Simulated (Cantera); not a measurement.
Feed: 1 mol Pb, 0.15 mol CO, 20 mol H2, 0.018 mol O2, held at 0.640 bar.

Cantera equilibrium calculation (NASA polynomials, part measured and part estimated; ideal gas, pure solids and liquids). Candidate condensed phases: C, C6H6, C7H8, C8H18, H2O, Pb, PbO, PbO2, Pb3O4; 113 gas species. Equilibrium is a limit: real reactors are often held back by kinetics, nucleation or transport.

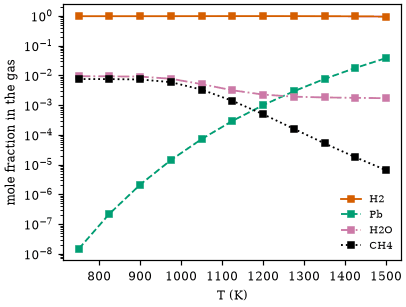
Equilibrium gas composition (values under 1e-9 drawn at 1e-9)

Task: Read off the mole fractions at 750 K.

Result: H2 about 0.98, H2O about 0.0094, CH4 about 0.0076, Pb about 1.5e-8.
